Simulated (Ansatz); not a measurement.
# Gold, dhcp under LDA: ground state and equation of state, part 2 of 2

The plan for gold in the dhcp structure: relax it, solve it on a dense k-mesh, then scale the cell to 7 volumes from 88 to 112 % of the relaxed one and try a fit of the equation of state. Spin polarisation is left out. The k-meshes are 13×13×4 for the relaxation; 17×17×5 for the dense run; 14×14×4 for the volumes.

Ansatz 0.2.0; DFT, LDA (PW92), plane waves (420 eV) with PAW, scalar-relativistic.

## 6. The cell scaled to 96 % of its volume

Input file input.yaml:

```yaml
crystal:
  lattice:
    - [2.8051628486, 0.0, 0.0]
    - [-1.4025814243, 2.4293422887, 0.0]
    - [0.0, 0.0, 9.340236485]
  atoms:
    - { symbol: Au, position: [0.0, 1.0, 0.0] }
    - { symbol: Au, position: [0.0, 1.0, 0.5] }
    - { symbol: Au, position: [0.3333333333, 0.6666666667, 0.25] }
    - { symbol: Au, position: [0.6666666667, 0.3333333333, 0.75] }
hamiltonian:
  xc: lda
  pseudopotentials:
    kind: paw
    azcp:
      Au: "pseudopotentials/Au.paw.azcp"
basis:
  ecutwfc: 420
  fft_grid_basis: typed
kpoints:
  mp_grid: { grid: [14, 14, 4], shift: [0, 0, 0] }
magnetization:
  spin_polarized: false
scf:
  occupations: { method: fermi_dirac, width: 0.1 }
  lower_state_search: "off"
output:
  stress: true
```

Launch:

```
> ansatz run input.yaml --threads 2 --pin off --max-ram 5120MiB --backend cpu --events-out ev --progress --plain --runs-dir out
```

Standard output (excerpt; [...] marks lines left out):

```text
Warning: <dir> the record states the generating functional pbe (its physics header spells it `PBE`), which answers neither for hamiltonian.xc's functional nor for the lda family's — results may be inconsistent (PPs are generated against a specific XC)
Warning: RAYON_NUM_THREADS=2 ignored (pool sized by the plan → 2); use --threads N
[...]
Pseudopotentials: kind: paw
Pseudopotential: Au, paw, valence charge 19, recommended cutoff 420 eV (normal), <dir>
Functional definition: SPW92
[...]
Crystal: 4 atoms, lattice volume = 63.651 Å³
Basis set: ecut = 420 eV, 1267 PW (Γ)
Bands: 43, of which v1, the nominal top of the filled ones, is band 38 counted from 1 (37 counted from 0)
Symmetry: 24 space group operations
Space group: P63/mmc (ITA 194), of the structure as read, at distance tolerance 4.0e-5 Å
k-points: 72 of 784
[...]
SCF iter   1: F=—  HF=-51459.748049 eV  |F-HF|=—  |Δ(HF+E_count)|=         —  Δρ=8.54e-3  dr2=2.99e-2  ethr=1.77e-3  ⟨swp⟩=5.8  Hψ=9646  notcnv=0
[...]
SCF iter   7: F=-51459.740396 eV  HF=-51459.740396 eV  |F-HF|=3.06e-9  |Δ(HF+E_count)|=   4.15e-8  Δρ=2.40e-6  dr2=5.07e-9  ethr=1.32e-10  ⟨swp⟩=4.1  Hψ=10341  notcnv=0
[...]
SCF converged after 7 iterations
Free energy (F): -51459.740396 eV
[...]
E sigma→0 (E₀):  -51459.719046 eV
Entropy (-TS):   -0.042700 eV (-10.675 meV/atom)
Fermi energy:    22.214954 eV
[...]
--- Stress (GPa, compression-positive) ---
        9.241705       0.000000       0.000000
        0.000000       9.241705       0.000000
        0.000000       0.000000       8.496550
  P = ⅓ Tr σ = 8.9933 GPa (89.933 kbar)
```

Run time: 1.3 s. Hardware: 2 threads of AMD EPYC 9R45 (Zen 5), shared host; peak memory 0.45 GiB.

## 7. The cell scaled to 100 % of its volume

input.yaml, as its differences from that of step 6:

```diff
@@ -2,5 +2,5 @@
   lattice:
-    - [2.8051628486, 0.0, 0.0]
-    - [-1.4025814243, 2.4293422887, 0.0]
-    - [0.0, 0.0, 9.340236485]
+    - [2.8435945126, 0.0, 0.0]
+    - [-1.4217972563, 2.462625086, 0.0]
+    - [0.0, 0.0, 9.4682008314]
   atoms:
@@ -28 +28,5 @@
   stress: true
+  write_density: true
+  write_potential: true
+  elf: true
+  volumetric_format: npy
```

Launch:

```
> ansatz run input.yaml --threads 2 --pin off --max-ram 5120MiB --backend cpu --events-out ev --progress --plain --runs-dir out
```

Standard output (excerpt; [...] marks lines left out):

```text
Warning: <dir> the record states the generating functional pbe (its physics header spells it `PBE`), which answers neither for hamiltonian.xc's functional nor for the lda family's — results may be inconsistent (PPs are generated against a specific XC)
Warning: RAYON_NUM_THREADS=2 ignored (pool sized by the plan → 2); use --threads N
[...]
[... 3 set-up lines as earlier in the session ...]
[...]
Crystal: 4 atoms, lattice volume = 66.303 Å³
Basis set: ecut = 420 eV, 1303 PW (Γ)
Bands: 46, of which v1, the nominal top of the filled ones, is band 38 counted from 1 (37 counted from 0)
[... 2 set-up lines as earlier in the session ...]
k-points: 72 of 784
[...]
SCF iter   1: F=—  HF=-51459.820296 eV  |F-HF|=—  |Δ(HF+E_count)|=         —  Δρ=8.42e-3  dr2=3.06e-2  ethr=1.77e-3  ⟨swp⟩=6.1  Hψ=10970  notcnv=0  defer=65
[...]
SCF iter   7: F=-51459.812520 eV  HF=-51459.812520 eV  |F-HF|=4.60e-9  |Δ(HF+E_count)|=   4.40e-8  Δρ=2.70e-6  dr2=7.16e-9  ethr=1.32e-10  ⟨swp⟩=11.8  Hψ=20897  notcnv=0
[...]
SCF converged after 7 iterations
Free energy (F): -51459.812520 eV
[...]
E sigma→0 (E₀):  -51459.790641 eV
Entropy (-TS):   -0.043760 eV (-10.940 meV/atom)
Fermi energy:    21.002641 eV
[...]
--- Stress (GPa, compression-positive) ---
        0.269670       0.000000       0.000000
        0.000000       0.269670       0.000000
        0.000000       0.000000      -0.192672
  P = ⅓ Tr σ = 0.1156 GPa (1.156 kbar)
--- Band table (eV; the first three rows and the last of 72) ---
[...]
```

Run time: 1.9 s. Hardware: 2 threads of AMD EPYC 9R45 (Zen 5), shared host; peak memory 0.47 GiB.

## 8. The cell scaled to 104 % of its volume

input.yaml, as its differences from that of step 7:

```diff
@@ -2,5 +2,5 @@
   lattice:
-    - [2.8435945126, 0.0, 0.0]
-    - [-1.4217972563, 2.462625086, 0.0]
-    - [0.0, 0.0, 9.4682008314]
+    - [2.8810145211, 0.0, 0.0]
+    - [-1.4405072605, 2.495031764, 0.0]
+    - [0.0, 0.0, 9.5927967096]
   atoms:
@@ -28,5 +28 @@
   stress: true
-  write_density: true
-  write_potential: true
-  elf: true
-  volumetric_format: npy
```

Launch:

```
> ansatz run input.yaml --threads 2 --pin off --max-ram 5120MiB --backend cpu --events-out ev --progress --plain --runs-dir out
```

Standard output (excerpt; [...] marks lines left out):

```text
Warning: <dir> the record states the generating functional pbe (its physics header spells it `PBE`), which answers neither for hamiltonian.xc's functional nor for the lda family's — results may be inconsistent (PPs are generated against a specific XC)
Warning: RAYON_NUM_THREADS=2 ignored (pool sized by the plan → 2); use --threads N
[...]
[... 3 set-up lines as earlier in the session ...]
[...]
Crystal: 4 atoms, lattice volume = 68.955 Å³
Basis set: ecut = 420 eV, 1365 PW (Γ)
Bands: 43, of which v1, the nominal top of the filled ones, is band 38 counted from 1 (37 counted from 0)
[... 2 set-up lines as earlier in the session ...]
k-points: 72 of 784
[...]
SCF iter   1: F=—  HF=-51459.763833 eV  |F-HF|=—  |Δ(HF+E_count)|=         —  Δρ=8.43e-3  dr2=3.28e-2  ethr=1.77e-3  ⟨swp⟩=5.6  Hψ=9541  notcnv=0
[...]
SCF iter   7: F=-51459.755721 eV  HF=-51459.755721 eV  |F-HF|=6.66e-9  |Δ(HF+E_count)|=   3.74e-8  Δρ=2.58e-6  dr2=9.07e-9  ethr=1.32e-10  ⟨swp⟩=4.0  Hψ=10238  notcnv=0
[...]
SCF converged after 7 iterations
Free energy (F): -51459.755721 eV
[...]
E sigma→0 (E₀):  -51459.733229 eV
Entropy (-TS):   -0.044984 eV (-11.246 meV/atom)
Fermi energy:    19.889634 eV
[...]
--- Stress (GPa, compression-positive) ---
       -6.595547      -0.000000       0.000000
       -0.000000      -6.595547       0.000000
        0.000000       0.000000      -6.822548
  P = ⅓ Tr σ = -6.6712 GPa (-66.712 kbar)
```

Wall time 1.4 s (2 threads of AMD EPYC 9R45 (Zen 5), shared host); peak memory 0.46 GiB.

## 9. The cell scaled to 108 % of its volume

input.yaml, as its differences from that of step 8:

```diff
@@ -2,5 +2,5 @@
   lattice:
-    - [2.8810145211, 0.0, 0.0]
-    - [-1.4405072605, 2.495031764, 0.0]
-    - [0.0, 0.0, 9.5927967096]
+    - [2.9174869312, 0.0, 0.0]
+    - [-1.4587434656, 2.5266177977, 0.0]
+    - [0.0, 0.0, 9.714237408]
   atoms:
```

Launch:

```
> ansatz run input.yaml --threads 2 --pin off --max-ram 5120MiB --backend cpu --events-out ev --progress --plain --runs-dir out
```

Standard output (excerpt; [...] marks lines left out):

```text
Warning: <dir> the record states the generating functional pbe (its physics header spells it `PBE`), which answers neither for hamiltonian.xc's functional nor for the lda family's — results may be inconsistent (PPs are generated against a specific XC)
Warning: RAYON_NUM_THREADS=2 ignored (pool sized by the plan → 2); use --threads N
[...]
[... 3 set-up lines as earlier in the session ...]
[...]
Crystal: 4 atoms, lattice volume = 71.607 Å³
Basis set: ecut = 420 eV, 1389 PW (Γ)
Bands: 43, of which v1, the nominal top of the filled ones, is band 38 counted from 1 (37 counted from 0)
[... 1 set-up line as earlier in the session ...]
Space group: P63/mmc (ITA 194), of the structure as read, at distance tolerance 4.2e-5 Å
k-points: 72 of 784
[...]
SCF iter   1: F=—  HF=-51459.609621 eV  |F-HF|=—  |Δ(HF+E_count)|=         —  Δρ=8.52e-3  dr2=3.60e-2  ethr=1.77e-3  ⟨swp⟩=5.5  Hψ=9536  notcnv=0
[...]
SCF iter   6: F=-51459.600721 eV  HF=-51459.600721 eV  |F-HF|=5.05e-8  |Δ(HF+E_count)|=   6.73e-8  Δρ=7.96e-6  dr2=6.76e-8  ethr=1.32e-10  ⟨swp⟩=4.3  Hψ=10386  notcnv=0
[...]
SCF converged after 6 iterations
Free energy (F): -51459.600721 eV
[...]
E sigma→0 (E₀):  -51459.577579 eV
Entropy (-TS):   -0.046283 eV (-11.571 meV/atom)
Fermi energy:    18.866087 eV
[...]
--- Stress (GPa, compression-positive) ---
      -11.802479       0.000000      -0.000000
        0.000000     -11.802479      -0.000000
       -0.000000      -0.000000     -11.841720
  P = ⅓ Tr σ = -11.8156 GPa (-118.156 kbar)
```

It took 1.3 s on 2 threads of AMD EPYC 9R45 (Zen 5), shared host; peak memory 0.46 GiB.

## 10. The cell scaled to 112 % of its volume

input.yaml, as its differences from that of step 9:

```diff
@@ -2,5 +2,5 @@
   lattice:
-    - [2.9174869312, 0.0, 0.0]
-    - [-1.4587434656, 2.5266177977, 0.0]
-    - [0.0, 0.0, 9.714237408]
+    - [2.953069547, 0.0, 0.0]
+    - [-1.4765347735, 2.5574332468, 0.0]
+    - [0.0, 0.0, 9.8327153944]
   atoms:
@@ -28 +28,5 @@
   stress: true
+  write_density: true
+  write_potential: true
+  elf: true
+  volumetric_format: npy
```

Launch:

```
> ansatz run input.yaml --threads 2 --pin off --max-ram 5120MiB --backend cpu --events-out ev --progress --plain --runs-dir out
```

Standard output (excerpt; [...] marks lines left out):

```text
Warning: <dir> the record states the generating functional pbe (its physics header spells it `PBE`), which answers neither for hamiltonian.xc's functional nor for the lda family's — results may be inconsistent (PPs are generated against a specific XC)
Warning: RAYON_NUM_THREADS=2 ignored (pool sized by the plan → 2); use --threads N
[...]
[... 3 set-up lines as earlier in the session ...]
[...]
Crystal: 4 atoms, lattice volume = 74.259 Å³
Basis set: ecut = 420 eV, 1401 PW (Γ)
Bands: 46, of which v1, the nominal top of the filled ones, is band 38 counted from 1 (37 counted from 0)
[... 2 set-up lines as earlier in the session ...]
k-points: 72 of 784
[...]
SCF iter   1: F=—  HF=-51459.381643 eV  |F-HF|=—  |Δ(HF+E_count)|=         —  Δρ=8.60e-3  dr2=3.93e-2  ethr=1.77e-3  ⟨swp⟩=6.2  Hψ=11037  notcnv=0  defer=62
[...]
SCF iter   6: F=-51459.371658 eV  HF=-51459.371658 eV  |F-HF|=2.07e-8  |Δ(HF+E_count)|=   2.54e-8  Δρ=5.95e-6  dr2=2.94e-8  ethr=1.32e-10  ⟨swp⟩=12.0  Hψ=21082  notcnv=0
[...]
SCF converged after 6 iterations
Free energy (F): -51459.371658 eV
[...]
E sigma→0 (E₀):  -51459.348063 eV
Entropy (-TS):   -0.047190 eV (-11.798 meV/atom)
Fermi energy:    17.922312 eV
[...]
--- Stress (GPa, compression-positive) ---
      -15.709093       0.000000       0.000000
        0.000000     -15.709093       0.000000
        0.000000       0.000000     -15.597976
  P = ⅓ Tr σ = -15.6721 GPa (-156.721 kbar)
--- Band table (eV; the first three rows and the last of 72) ---
[...]
```

It took 2 s on 2 threads of AMD EPYC 9R45 (Zen 5), shared host; peak memory 0.49 GiB.

## 11. Fitting the volumes

The cell was scaled evenly, with its shape and the fractional positions fixed.

| V (Å³/atom) | E − E₀ (meV/atom) | P from the stress (GPa) | P from the fit (GPa) |
| --- | --- | --- | --- |
| 14.587 | 192.8 | 35.67 | 35.69 |
| 15.250 | 77.9 | 20.58 | 20.54 |
| 15.913 | 17.9 | 8.99 | 8.95 |
| 16.576 | 0.0 | 0.12 | 0.08 |
| 17.239 | 14.3 | -6.67 | -6.69 |
| 17.902 | 53.2 | -11.82 | -11.85 |
| 18.565 | 110.6 | -15.67 | -15.74 |

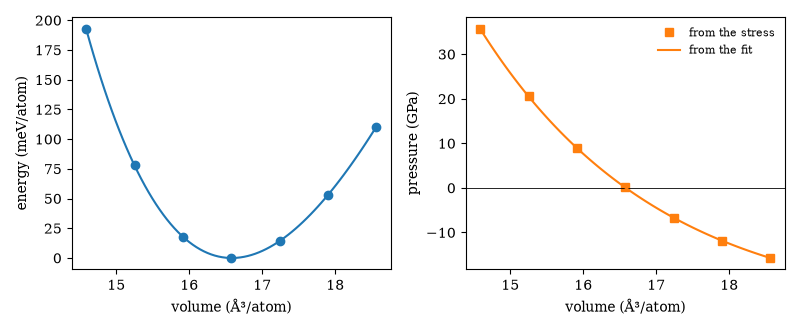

Energy and pressure against volume; the lines are the Birch-Murnaghan fit.

Fit (Birch-Murnaghan, third order): V₀ = 16.583 Å³/atom, B₀ = 193 GPa, B₀′ = 5.7, largest residual 0.05 meV/atom.

## 12. Outcome

What follows sums up all 2 parts.

| quantity | value |
| --- | --- |
| space group (spins left aside) | P6_3/mmc (No. 194) |
| conventional cell | a = 2.844 Å, c = 9.468 Å (c/a = 3.330) |
| volume | 16.576 Å³/atom |
| shortest distance | 2.844 Å |
| gap on the mesh | none (levels filled in part) |
| relative to fcc | +2 meV/atom |
| V₀, B₀, B₀′ | 16.583 Å³/atom, 193 GPa, 5.7 |

In words: From the guessed start the volume shrank by 2.3 % in 6 steps. Against the reference form of gold (fcc, computed apart with the same settings) it stands 2 meV/atom higher, within what mesh and smearing can decide. No gap shows: it is a metal or semimetal at this level. B₀ comes out at 193 GPa; letting shape and positions relax at each volume could only lower it. The symmetry was held, so the structure may be unstable against distortions that break it.
